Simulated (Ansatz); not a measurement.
**BH5S (B(H2S)H3) at PBE0/STO-3G**

What is the vertical electron affinity of BH5S (B(H2S)H3) at PBE0/STO-3G? 

The calculation is run with Ansatz 0.2.0.

43 further runs of the same task are left out: 43 set aside as unsound or not needed.

**1. The structure to begin with**

The species is BH5S (7 atoms), meant as a singlet with charge 0. As SMILES, `[H]B([H])([H])<-S`. Geometry: relaxed at GFN2-xTB.

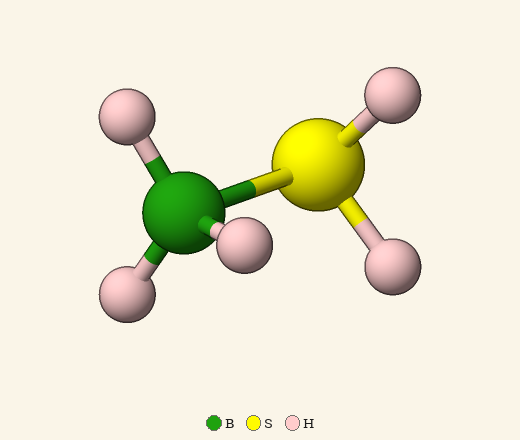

The structure, seen from a chosen angle (boron green, sulfur yellow, hydrogen pink).

**2. The energy at PBE0/STO-3G**

run.yaml

```yaml
basis:
  gaussian: {orbitals: STO-3G}
crystal:
  periodic: [false, false, false]
  atoms:
    - {symbol: B, position_ang: [0.127630, -0.217240, -0.817090]}
    - {symbol: S, position_ang: [0.134050, -0.231310, 1.222430]}
    - {symbol: H, position_ang: [0.506250, 1.037510, 1.415020]}
    - {symbol: H, position_ang: [-1.154430, 0.067690, 1.414850]}
    - {symbol: H, position_ang: [1.280190, -0.216980, -1.075620]}
    - {symbol: H, position_ang: [-0.453000, 0.779570, -1.081760]}
    - {symbol: H, position_ang: [-0.440700, -1.219250, -1.077830]}
hamiltonian: {xc: pbe0}
accuracy: high
```

Launch:

```bash
$ ansatz run run.yaml --threads 1 --pin off --max-ram 2610MiB --events-out events.jsonl --progress --plain --runs-dir runs
```

Log:

```text
Warning: RAYON_NUM_THREADS=1 ignored (pool sized by the plan → 1); use --threads N
Functional definition: PBE0
  name "PBE0"
  parameter a = 0.25
  parameter kappa = 0.804
  parameter beta = 0.06672455060314922
  exchange = (1 - a)*pbe_x(kappa = kappa, mu = beta*pi^2/3) + a*exact_x
  correlation = pbe_c(beta = beta)
329 factors; integrals over basis functions are off by at most 8.7e-9 eV
mean field evaluation 1: about -11458.5038 eV, gradient 1.4e1 eV
mean field evaluation 2: about -11459.2888 eV, gradient 6.8e0 eV
mean field evaluation 4: about -11459.4728 eV, gradient 7.4e-2 eV
mean field evaluation 8: about -11459.4366 eV, gradient 3.3e-4 eV
mean field evaluation 16: about -11459.4366 eV, gradient 7.7e-9 eV
mean field -11459.43659866 eV, -421.1265275157 hartree, gradient 7.7e-9 eV, S^2 0.000000; 0 other end points of the search recorded, 0 dependent functions left out
reference -11459.43660009 eV, -421.1265275683 hartree; 13, 13 occupied and 6, 6 virtual orbitals, 329 factors
Total energy: -11459.43660009 eV, -421.1265275683 hartree
```

Wall time 1 s (1 thread of Arm Neoverse V2, shared host); peak memory 0.097 GiB.

**3. The doublet anion, same level**

job.yaml

```yaml
crystal:
  periodic: [false, false, false]
  atoms:
    - {symbol: B, position_ang: [0.127630, -0.217240, -0.817090]}
    - {symbol: S, position_ang: [0.134050, -0.231310, 1.222430]}
    - {symbol: H, position_ang: [0.506250, 1.037510, 1.415020]}
    - {symbol: H, position_ang: [-1.154430, 0.067690, 1.414850]}
    - {symbol: H, position_ang: [1.280190, -0.216980, -1.075620]}
    - {symbol: H, position_ang: [-0.453000, 0.779570, -1.081760]}
    - {symbol: H, position_ang: [-0.440700, -1.219250, -1.077830]}
basis:
  gaussian:
    orbitals: STO-3G
magnetization:
  spin_polarized: true
  initial_magnetization: 1
total_charge: -1
hamiltonian:
  xc: {name: PBE0}
accuracy: high
```

Launch:

```bash
$ ansatz run job.yaml --threads 1 --pin off --max-ram 2610MiB --events-out events.jsonl --progress --plain --runs-dir runs
```

Log, cut to the lines that bear on the results:

```text
Warning: RAYON_NUM_THREADS=1 ignored (pool sized by the plan → 1); use --threads N
[... 7 set-up lines as earlier in the session ...]
329 factors; integrals over basis functions are off by at most 8.7e-9 eV
mean field evaluation 1: about -11450.5714 eV, gradient 9.0e0 eV
mean field evaluation 2: about -11451.1330 eV, gradient 3.9e0 eV
mean field evaluation 4: about -11451.2681 eV, gradient 2.3e-1 eV
mean field evaluation 8: about -11451.2596 eV, gradient 1.2e-2 eV
mean field evaluation 16: about -11451.2596 eV, gradient 1.9e-6 eV
mean field -11451.25963300 eV, -420.8260295703 hartree, gradient 4.9e-8 eV, S^2 0.755040; 2 other end points of the search recorded, 0 dependent functions left out
reference -11451.25963438 eV, -420.8260296211 hartree; 14, 13 occupied and 5, 6 virtual orbitals, 329 factors
Total energy: -11451.25963438 eV, -420.8260296211 hartree
```

Wall time 2.1 s (1 thread of Arm Neoverse V2, shared host); peak memory 0.14 GiB.

**4. Outcome**

Level: PBE0/STO-3G.

| quantity | value |
| --- | --- |
| singlet BH5S: total energy | -421.12653 Eh |
| doublet anion: total energy | -420.82603 Eh |
| doublet anion: ⟨S²⟩ | 0.755 |
| vertical electron affinity (to the doublet anion) | -8.177 eV |

**Reading.** The anion lies 8.18 eV (189 kcal/mol) above the neutral: the electron isn't bound at this level, and such a value depends on the basis. Without diffuse functions anions come out too high. In a minimal basis such a difference can be off by several eV, whatever the method.
